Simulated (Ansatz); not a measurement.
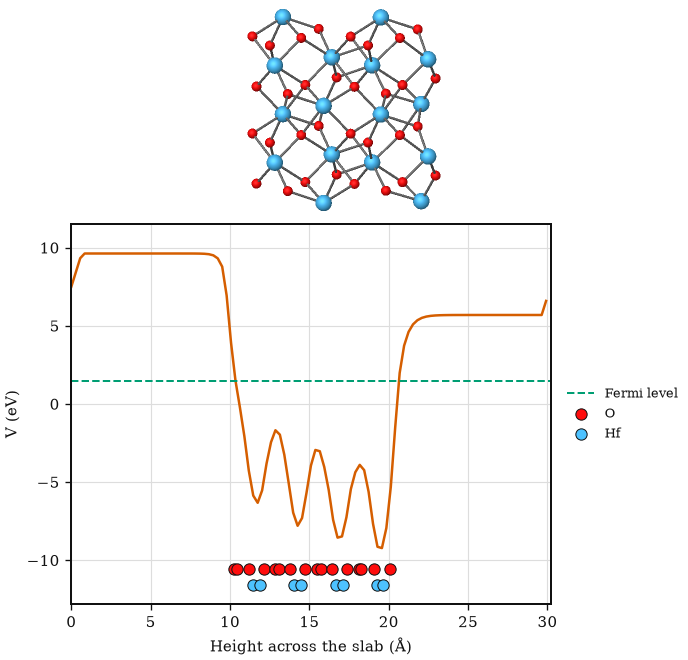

Plane-averaged electrostatic potential energy of an electron across the slab; circles at the bottom mark the heights of the atoms. The structure is drawn too.

Structure: a (001) slab cut from HfO2 (P2_1/c), ended by O planes, 24 atoms in the cell, the slab at its places in the relaxed adsorbed structure.

Computed with Ansatz: DFT PBE+D3(BJ), scalar-relativistic, plane waves, PAW, no spin polarisation, 3×3×1 k mesh, Gaussian smearing of 0.05 eV.

Q: Read off the work function of each face.

A: The work function is 4.23 eV at the right face and 8.17 eV at the left.

Q: How thick are slab and vacuum?

A: The outermost atoms are 9.8 Å apart, which leaves 20.4 Å of vacuum in a cell 30.2 Å high.

The atoms aren't at rest in this cell (largest force 3.6 eV/Å), so the relaxed material can differ. Spin-orbit coupling is left out, which matters for Hf.
